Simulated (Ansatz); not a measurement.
CH$_{4}$GaN

The calculation's input:

```
crystal:
  periodic: [false, false, false]
  atoms:
    - {symbol: C, position_ang: [-0.145759, 0.098597, -0.645475]}
    - {symbol: N, position_ang: [0.068204, 0.002169, 0.781721]}
    - {symbol: Ga, position_ang: [1.213727, -1.180542, 1.674905]}
    - {symbol: H, position_ang: [-1.185434, -0.101844, -0.934408]}
    - {symbol: H, position_ang: [0.126902, 1.081252, -1.051216]}
    - {symbol: H, position_ang: [-0.489516, 0.671726, 1.296066]}
    - {symbol: H, position_ang: [0.473075, -0.639358, -1.167293]}
basis:
  gaussian: {orbitals: def2-TZVPP}
hamiltonian: {xc: pbe0, dispersion: d4}
output: {orbitals: {seedname: orbitals}}
```

Launched as:

```sh
ansatz run in.yaml --threads 2 --pin off --events-out ev --progress --plain --max-ram 4352MiB
```

Geometry: PBE0-D4/def2-TZVP.

All numbers below come from RKS PBE0-D4/def2-TZVPP in Ansatz.

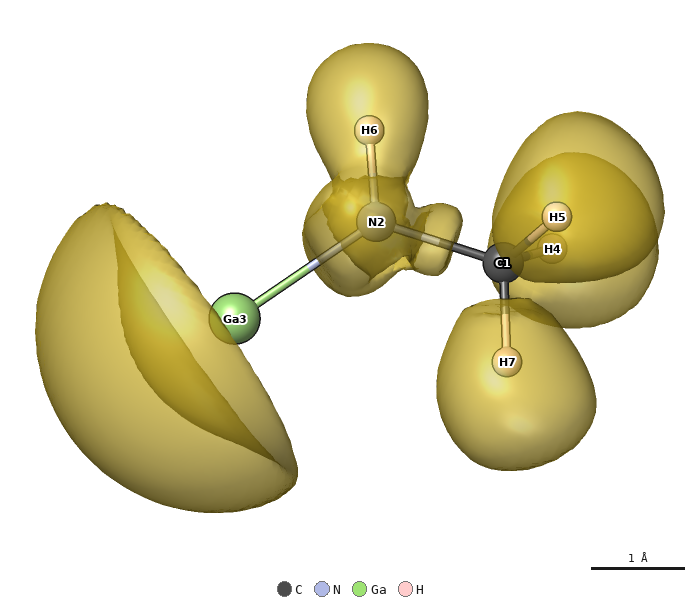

Figure 1. Isosurface of the ELF at 0.75 (yellow), seen at a tilt. Only the valence region is drawn (cores and ρ < 0.01 e/Å³ removed).

Describe the localisation domains.

The surface consists of three regions around hydrogen nuclei, one lobe on Ga, pointing away from the bonds (lone pairs) and one joined region spread over several atoms (H, N), in which their bonds and any lone pairs are merged. Along the contacts the grid gives the following. C–N (1.45 Å): the ELF peaks at about 0.90 between the atoms (a shared electron pair). Ga–N (1.87 Å): the ELF peaks at about 0.90 in the valence shell of N, 0.6 Å from its nucleus, and is about 0.30 at the midpoint.

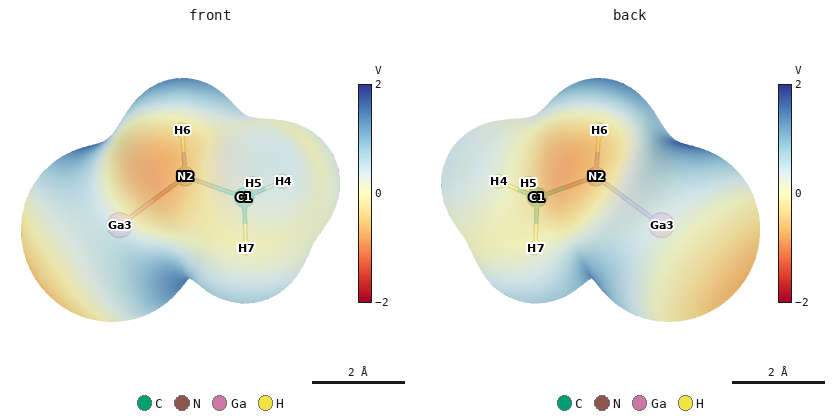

Figure 2. The molecular electrostatic potential painted on the density surface at 0.002 e/bohr³, seen from the front and from behind; the colour scale runs from red (negative) to blue (positive).

Where is the surface potential most negative and most positive?

The most negative region (about −0.9 V) lies over N2, the most positive (about +1.7 V) over Ga3.

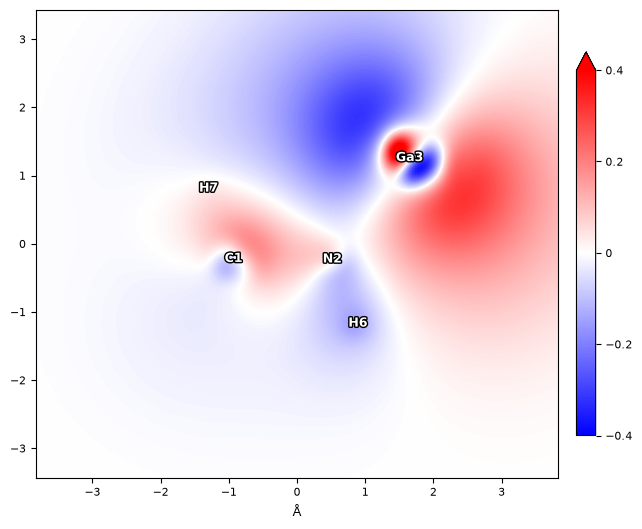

Figure 3. One frontier orbital on the plane of atoms N2, C1 and H7 (values in Å⁻³ᐟ²; the overall sign is arbitrary).

Which orbital is it: HOMO or LUMO?

The LUMO, at −1.22 eV. By Hirshfeld shares it lies mainly on Ga3 (about 90 %).

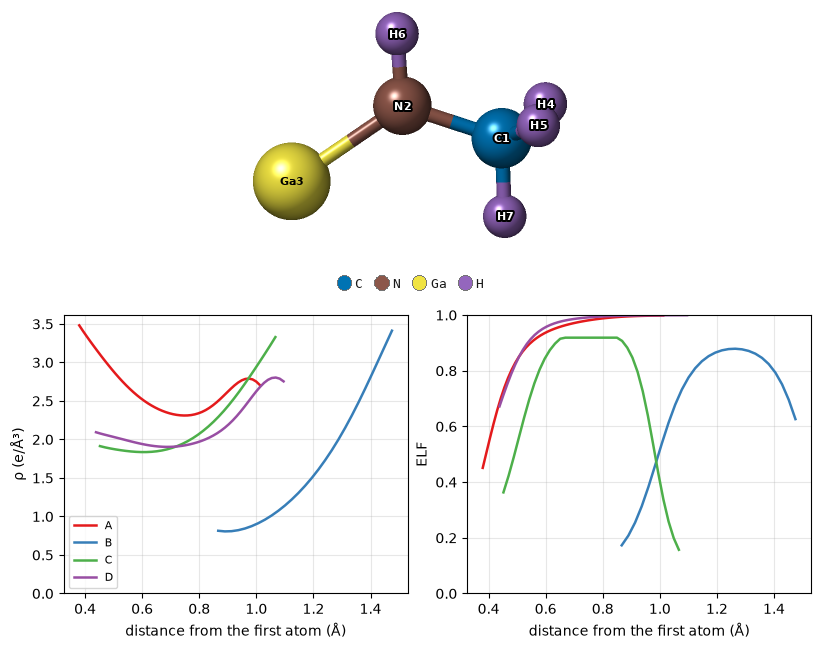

Figure 4. Electron density and ELF along straight lines between neighbouring atoms. The curves leave out the atomic cores. The structure is drawn too.

Which curve belongs to which contact (C–H, C–N, Ga–N and N–H)? The first atom named is at distance zero.

Curve A: N–H (1.01 Å): ρ is about 2.9 e/Å³ halfway; the ELF climbs to about 1 towards the hydrogen, as it does in any bond to H: a covalent bond by its length. Curve B: Ga–N (1.87 Å): ρ at the midpoint is about 0.82 e/Å³; the ELF peaks at about 0.90 in the valence shell of N, 0.6 Å from its nucleus, and is about 0.30 at the midpoint. Curve C: C–N (1.45 Å): ρ at the midpoint is about 1.9 e/Å³; the ELF peaks at about 0.90 between the atoms, as expected for a covalent bond. Curve D: C–H (1.10 Å): ρ at the midpoint is about 2 e/Å³; the ELF climbs to about 1 towards the hydrogen (a covalent bond by its length).
